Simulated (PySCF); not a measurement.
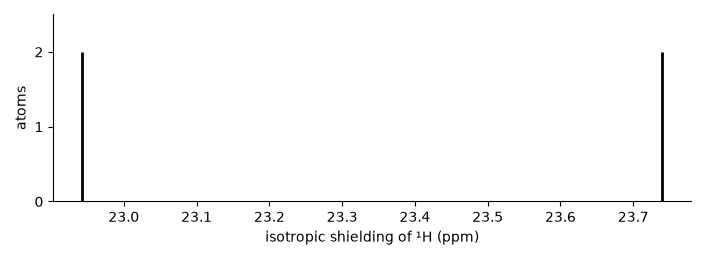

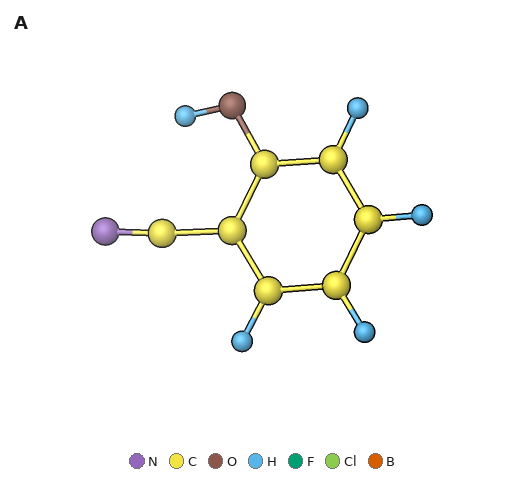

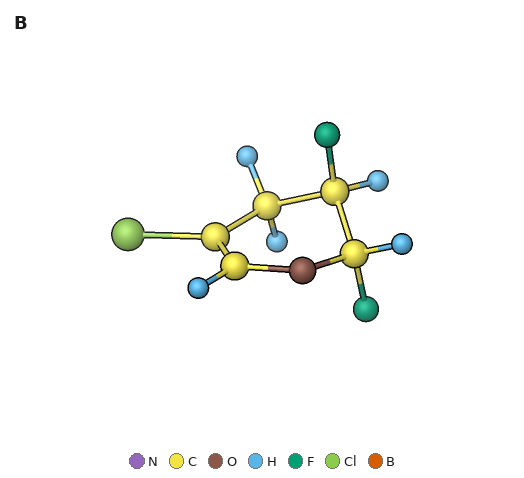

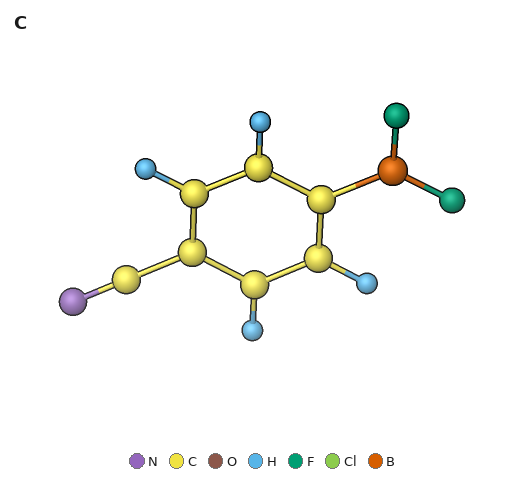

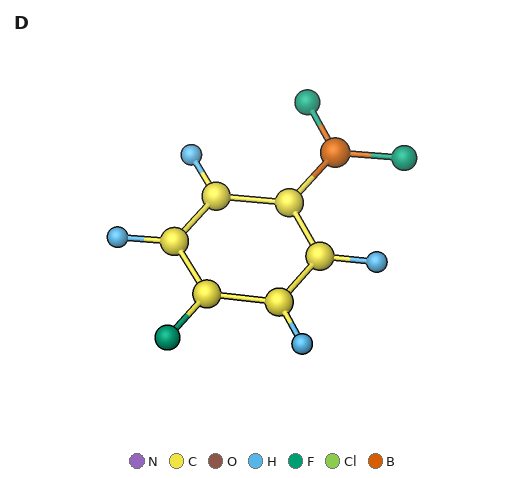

The sticks are computed shieldings of one of the molecules, for one fixed geometry (PBE0-D3(BJ)/def2-SVP) without averaging over rotations. Low shielding means a high chemical shift. Method: GIAO PBE0/pcSseg-1 NMR shielding, non-relativistic, IEF-PCM acetone (PySCF 2.14.0).

Match the spectrum to a structure.

Answer. D, `FB(F)c1ccc(F)cc1`. Its 4 H atoms give lines at 22.94 (2 atoms), 23.74 (2 atoms) ppm.
